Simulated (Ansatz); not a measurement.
AlSiH4OF: several calculations on one system

**1. Relaxation**

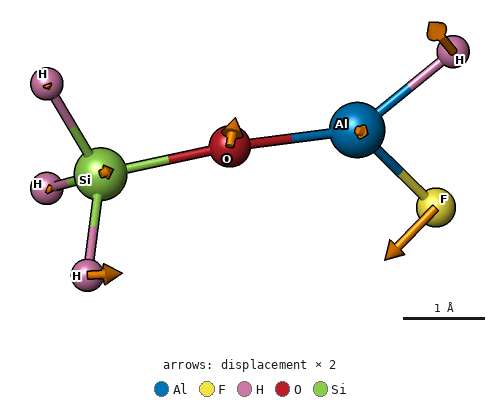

This is a relaxation of AlSiH4OF. The starting structure is drawn; orange arrows show the displacements, magnified 2 times. The two geometries are superimposed by the best rigid fit.

A ball-and-stick model, seen at a tilt.

The run prepares an end point of a later path (reaction) calculation, from a guessed geometry.

Level of theory: Ansatz, RKS PBE/6-31G*.

Input
```yaml
crystal:
  periodic: [false, false, false]
  atoms:
    - { symbol: Al, position_ang: [0.302203, -0.060973, 0.103511] }
    - { symbol: F, position_ang: [0.815358, 0.295972, 1.644697] }
    - { symbol: H, position_ang: [1.732421, 0.324694, -0.336531] }
    - { symbol: O, position_ang: [-1.190095, -0.589806, -0.493623] }
    - { symbol: Si, position_ang: [-2.658994, -1.31344, -0.769938] }
    - { symbol: H, position_ang: [-2.79064, -2.562586, 0.051316] }
    - { symbol: H, position_ang: [-3.774299, -0.377403, -0.410741] }
    - { symbol: H, position_ang: [-2.777154, -1.676758, -2.219791] }
basis:
  gaussian: { orbitals: "6-31G*" }
hamiltonian:
  xc: pbe
relax:
  f_tol: 0.03
  max_steps: 50
```

Command:
```bash
ansatz run input.yaml --threads 1 --pin off --max-ram 2048MiB --backend cpu --events-out ev --progress --plain --runs-dir out
```

> What happened in the run?

Over 9 accepted moves (11 points after the start) the energy falls by 0.629 eV. Largest force component: 1.6 eV/Å at the start, 0.021 eV/Å at the end. The line search rejected the trial steps at points 3, 8 of the run. The largest move after the best rigid fit is that of F2, 0.47 Å. By element the largest moves are F 0.47 Å, H 0.36 Å, O 0.21 Å, Si 0.10 Å, Al 0.10 Å. Some distances before and after: Al1–H3 1.545 → 1.582 Å, Al1–O4 1.692 → 1.704 Å. Among the angles between lasting bonds that change: F2–Al1–H3 85.7° → 119.2°, H3–Al1–O4 142.5° → 120.6°, F2–Al1–O4 131.8° → 120.2°. The run took 11 s on 1 thread of AMD EPYC 9R45 96-Core Processor (Zen 5), with other jobs on the host, peak memory 0.15 GiB.

**2. Relaxation**

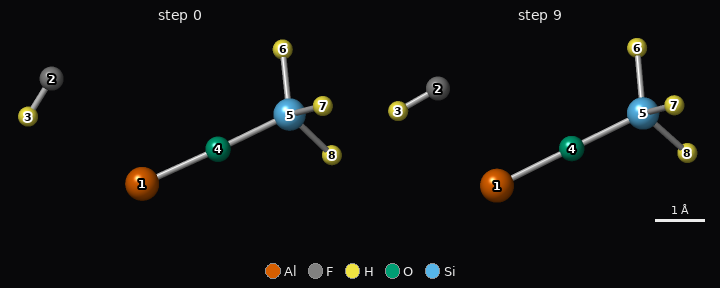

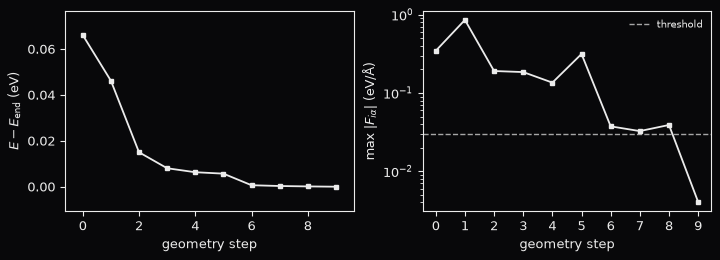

First and last geometry of a relaxation of AlSiH₄OF, with the history of the run. A ball-and-stick model, seen face on.

The run prepares an end point of a later path (reaction) calculation, from a guessed geometry.

Theory: Ansatz 0.2.0, RKS PBE/6-31G*. (no spin polarisation; force threshold 0.03 eV/Å; at most 50 steps)

Q: Did the run converge, and what did it change?

A: It converged. The atom that moves furthest after the best rigid fit is F2 (0.60 Å). Largest moves by element: F 0.60 Å, H 0.27 Å, O 0.15 Å, Si 0.14 Å, Al 0.12 Å. Some distances before and after: Al1–F2 2.885 → 2.371 Å, F2–H3 0.940 → 0.954 Å, Al1–O4 1.732 → 1.738 Å, O4–Si5 1.663 → 1.657 Å. Bond angles that change, for instance: Al1–O4–Si5 174.5° → 179.4°. Over 9 geometry steps the energy falls by 0.066 eV. Largest force component: 0.35 eV/Å at the start, 0.0041 eV/Å at the end.

| step | E − E(0), eV | largest force component, eV/Å |
| --- | --- | --- |
| 0 | 0.0000 | 0.3459 |
| 1 | -0.0199 | 0.8579 |
| 2 | -0.0511 | 0.1909 |
| 3 | -0.0580 | 0.1850 |
| 4 | -0.0598 | 0.1357 |
| 5 | -0.0604 | 0.3150 |
| 6 | -0.0654 | 0.0375 |
| 7 | -0.0658 | 0.0326 |
| 8 | -0.0660 | 0.0390 |
| 9 | -0.0661 | 0.0041 |

Limits of the set-up: the start holds two separate molecules, 2.8 Å apart at their closest, whose relative position is a soft coordinate and is computed without a dispersion correction.

**3. Path**

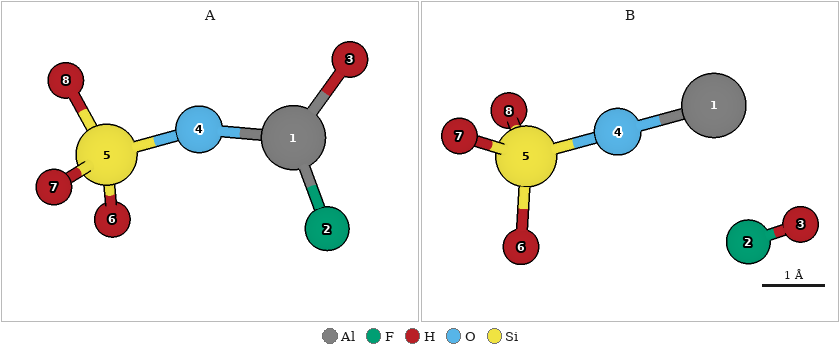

The two relaxed end points of a path for AlSiH4OF. The picture is a ball-and-stick view, seen at a tilt.

The calculation used RKS PBE/6-31G* in Ansatz.

Set-up: 5 movable images; climbing image; force threshold 0.05 eV/Å; iteration limit 60.

Start:
```xyz
8

Al    0.3618   -0.0433    0.1795
F     0.3937    0.2117    1.8255
H     1.6305    0.3368   -0.6853
O    -1.0246   -0.7049   -0.5583
Si   -2.5633   -1.2980   -0.7477
H    -2.7685   -2.5319    0.0838
H    -3.5835   -0.2727   -0.3413
H    -2.7872   -1.6580   -2.1873
```

End:
```xyz
8

Al    0.2280    0.4430   -0.9572
F     0.9956   -0.2195    1.1863
H     1.7986    0.2843    1.0769
O    -1.2628   -0.4429   -0.8431
Si   -2.6790   -1.2981   -0.7465
H    -2.6002   -2.3642    0.3112
H    -3.8294   -0.3927   -0.4043
H    -2.9920   -1.9702   -2.0544
```

**Predict the minimum-energy path and its barrier.**

Forward barrier 2.81 eV, backward barrier 0.42 eV, with image 4 at the top; the reaction energy is +2.39 eV. Breaking: Al1–F2 (1.67 → 1.88 at the top → 2.37 Å), Al1–H3 (1.58 → 1.75 at the top → 2.57 Å). Forming: F2–H3 (2.80 → 1.24 at the top → 0.95 Å). The band converged in 31 iterations. The largest component of the band force went from 2.8 to 0.043 eV/Å. The climbing image converged on the top of the path. Its vibrational analysis gives one imaginary mode (1030i cm⁻¹), as a transition state must have.

Energies of the converged images:

```tsv
image	path (Å)	E (eV)
0	0.00	0.000
1	0.71	0.006
2	1.42	0.046
3	2.13	1.189
4	2.84	2.808
5	3.91	2.390
6	4.99	2.386
```

The geometry at the top of the path:

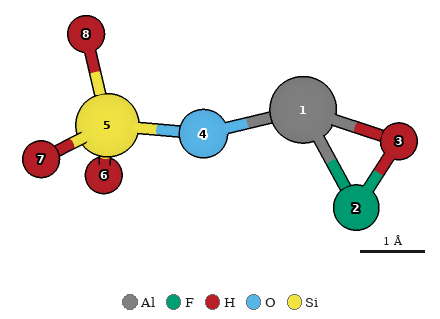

The run took 2 min on 1 thread of AMD EPYC 9R45 96-Core Processor (Zen 5), with other jobs on the host, peak memory 0.17 GiB.
